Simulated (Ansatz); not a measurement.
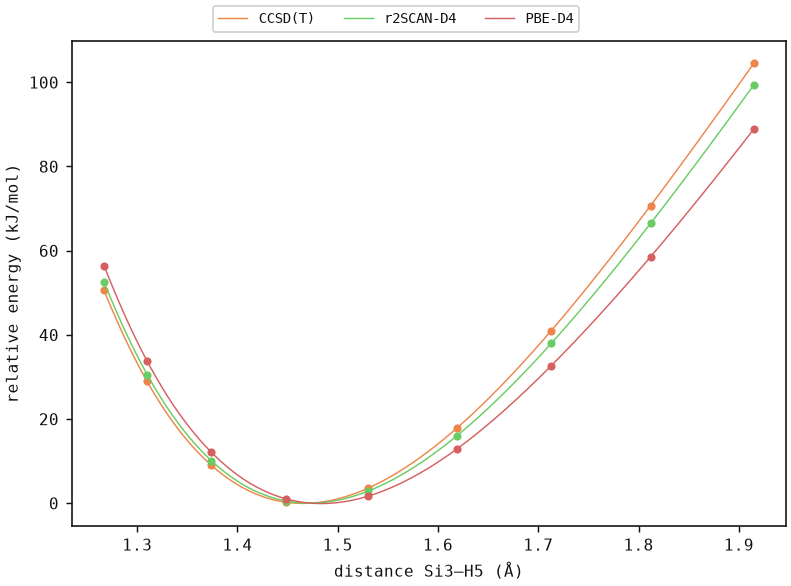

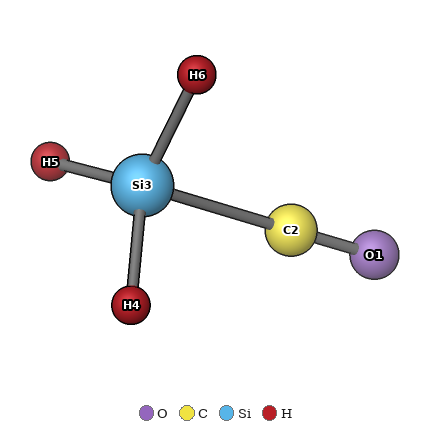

Rigid scan of the stretch Si3–H5 in CH₃OSi⁺, SMILES O=[C+][SiH3]. The Ansatz code, def2-TZVPP, cores frozen in correlated methods. A stretch is scanned from the minimum (PBE0-D4/def2-TZVP); energies less that of the minimum at the same level. Splines pass through the computed points, which are marked.

Where is the minimum of each curve?

Answer. CCSD(T): near 1.46 Å; r2SCAN-D4: near 1.47 Å; PBE-D4: near 1.48 Å (from the spline).

Give the values at the computed points.

Answer. In kJ/mol:
```csv
distance Si3–H5 (Å),CCSD(T),r2SCAN-D4,PBE-D4
1.27,50.5,52.5,56.4
1.31,28.9,30.6,33.7
1.37,9.0,10.1,12.1
1.45,0.2,0.5,1.1
1.53,3.5,2.8,1.6
1.62,17.9,16.0,12.9
1.71,41.0,38.0,32.7
1.81,70.7,66.5,58.5
1.92,104.5,99.4,88.9
```
